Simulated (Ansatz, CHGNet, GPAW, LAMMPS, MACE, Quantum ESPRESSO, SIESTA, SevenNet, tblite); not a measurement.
# Which run comes nearest? Glassy 43SiO2-29B2O3-14K2O-14Al2O3 (mol %) (81 atoms)

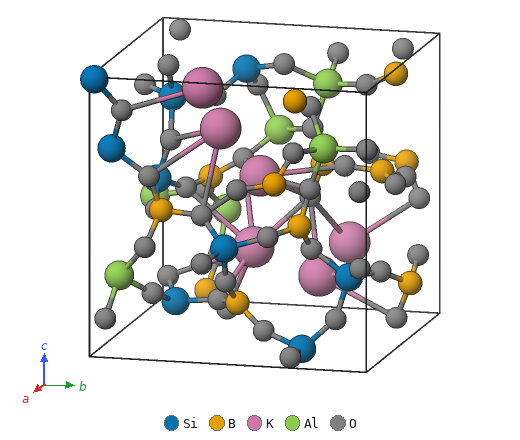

The cell (silicon blue, boron orange, potassium pink, aluminium green, oxygen grey). Bonds to atoms that aren't drawn are left out.

Density of this cell: 2.36 g/cm³. The cell holds 81 atoms: 9 Si, 12 B, 6 K, 6 Al and 48 O. Cell: a = 10.280 Å, b = 10.280 Å, c = 10.280 Å, α = 90.0°, β = 90.0°, γ = 90.0°. 81 atoms (9 Si, 12 B, 6 K, 6 Al, 48 O) placed at random at 2.31 g/cm³, melted at 3000 K for 20 ps at fixed volume with the Buckingham and Coulomb pair potential of Guillot and Sator (Geochim. Cosmochim. Acta 71, 1249 (2007)) with the boron terms of Wang et al. (J. Non-Cryst. Solids 498, 294 (2018)). Quenched from 3000 K to 300 K at 10 K/ps and fixed volume, held 10 ps at zero pressure.

Geometry: as built.

The reference, a calculation:

* method: Kohn-Sham DFT, PBE, SSSP efficiency 1.3.0 pseudopotentials, plane waves (Quantum ESPRESSO 7.5); sssp-pbe-1.3.0-efficiency, cutoffs 60/480 Ry, Γ point
* r.m.s. force component: 1.094 eV/Å
* longest force: 4.295 eV/Å
* pressure: 0.623 GPa
* gap (highest filled to lowest empty level): 2.846 eV
* time: 3.3 min on 4 MPI ranks of Arm Neoverse V1, shared host
* CPU time: 13 min

Q: Estimate the differences from the reference, the CPU time and the memory of each run.
- SIESTA PBE, DZP, shift 0.01 Ry, mesh 500 Ry (SIESTA 5.4.2; 2 MPI ranks)
- GPAW PBE, LCAO dzp, h 0.18 Å, other mixer settings (GPAW 26.7.0; 2 MPI ranks)
- tblite GFN1-xTB (tblite 0.8.0; 1 thread)
- MACE MP-0b3 medium potential (MACE MP-0b3 medium; 1 thread)
- SevenNet 0 potential (SevenNet 0; 1 thread)
- SIESTA PBE, DZP, shift 0.01 Ry, mesh 150 Ry (SIESTA 5.4.2; 1 thread)
- SIESTA PBE, SZ, shift 0.01 Ry, mesh 500 Ry (SIESTA 5.4.2; 1 thread)
- GPAW PBE, LCAO dzp, h 0.18 Å (GPAW 26.7.0; 1 thread)
- GPAW PBE, grid h 0.2 Å (GPAW 26.7.0; 2 MPI ranks)
- CHGNet r2SCAN potential (CHGNet r2SCAN; 1 thread)

Differences are against the plane-wave reference, forces as r.m.s. over components; share is that over the reference's r.m.s. force, slope the least-squares factor from reference forces to these. Total energies of different programs have different zeros and aren't compared.

| run | Δ force, r.m.s. (meV/Å) | share (%) | slope | Δ pressure (GPa) | Δ gap (eV) | cores | CPU time | memory (GiB) |
| --- | --- | --- | --- | --- | --- | --- | --- | --- |
| reference | - | - | - | - | - | 4 | 13 min | 3.0 |
| SIESTA PBE, DZP, shift 0.01 Ry, mesh 500 Ry | 149 | 13.6 | 1.050 | 1.81 | -0.148 | 2 | 6.8 min | 2.3 |
| GPAW PBE, LCAO dzp, h 0.18 Å, other mixer settings | 269 | 24.6 | 1.089 | - | -0.140 | 2 | 5.8 min | 1.8 |
| tblite GFN1-xTB | 1968 | 180 | 1.193 | 3.77 | - | 1 | 4.6 s | 0.11 |
| MACE MP-0b3 medium potential | 125 | 11.5 | 0.933 | 0.0269 | - | 1 | 8.9 s | 1.0 |
| SevenNet 0 potential | 126 | 11.5 | 0.933 | -0.0599 | - | 1 | 9.1 s | 0.92 |
| SIESTA PBE, DZP, shift 0.01 Ry, mesh 150 Ry (coarse) | 149 | 13.7 | 1.049 | 1.79 | -0.148 | 1 | 95 s | 0.61 |
| SIESTA PBE, SZ, shift 0.01 Ry, mesh 500 Ry (coarse) | 962 | 88.0 | 1.052 | 15.6 | -0.622 | 1 | 1.9 min | 0.96 |
| GPAW PBE, LCAO dzp, h 0.18 Å | 269 | 24.6 | 1.089 | - | -0.140 | 1 | 4.3 min | 1.5 |
| GPAW PBE, grid h 0.2 Å | 98.1 | 8.97 | 1.032 | - | 0.0152 | 2 | 6.5 min | 1.9 |
| CHGNet r2SCAN potential | 367 | 33.5 | 0.695 | -2.98 | - | 1 | 4.5 s | 1.1 |

Rows marked coarse were listed beforehand as settings not expected to be converged; some can still land near the reference.

Times of the machine-learned potentials are mostly Python's start and the loading of weights.

CPU time is summed over cores on a shared host, where runs went side by side, so it is rough. Symmetry, cutoffs, thresholds, outputs and thread counts weren't matched or tuned between programs; memory under MPI is the largest rank's times the ranks.

PBE on plane waves or a grid with other potentials, cutoffs or grids, coarse settings apart, differs from the reference by 9.0 % (GPAW PBE, grid h 0.2 Å) of the r.m.s. force; potentials, valence shells or grid differ, and the table alone doesn't part them. The PBE runs in local orbitals, coarse settings apart, differ by 14 % (SIESTA PBE, DZP, shift 0.01 Ry, mesh 500 Ry) to 25 % (GPAW PBE, LCAO dzp, h 0.18 Å, other mixer settings); basis, grid and potentials can all enter. Tight binding differs by 180 % (tblite GFN1-xTB); it is another model, with fitted parameters of its own, and the xTB methods hold dispersion. Machine-learned potentials differ by 11 % (MACE MP-0b3 medium potential) to 34 % (CHGNet r2SCAN potential); they were trained on other programs' data, some at another functional. Periodic xTB results under one method name differ between programs and library versions. Machine-learned potentials mimic data converged in k, so the reference's own k-point error enters their differences. The network of bonds at the start is that of the classical potential that made the cell, and needn't be the one that DFT or experiment would give. The electronic-structure runs sample only Γ, in a cell whose shortest periodic width is 10 Å.

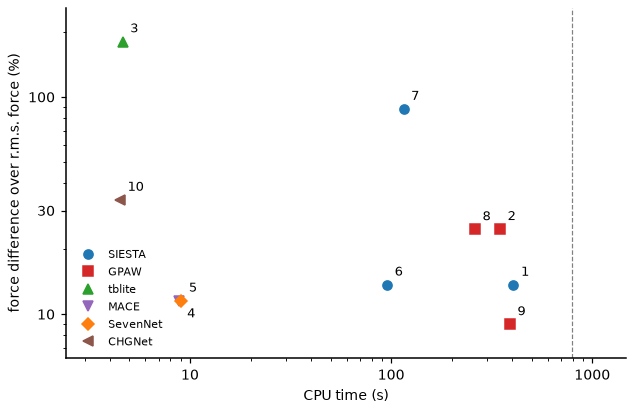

Force difference against CPU time; the dashed line marks the reference's time. Points: 1 SIESTA PBE, DZP, shift 0.01 Ry, mesh 500 Ry; 2 GPAW PBE, LCAO dzp, h 0.18 Å, other mixer settings; 3 tblite GFN1-xTB; 4 MACE MP-0b3 medium potential; 5 SevenNet 0 potential; 6 SIESTA PBE, DZP, shift 0.01 Ry, mesh 150 Ry; 7 SIESTA PBE, SZ, shift 0.01 Ry, mesh 500 Ry; 8 GPAW PBE, LCAO dzp, h 0.18 Å; 9 GPAW PBE, grid h 0.2 Å; 10 CHGNet r2SCAN potential.

[Hosts, paths, dates, database ids (printed as entryN), source tags and the programs' standing remarks are cut or masked in the printed files.]
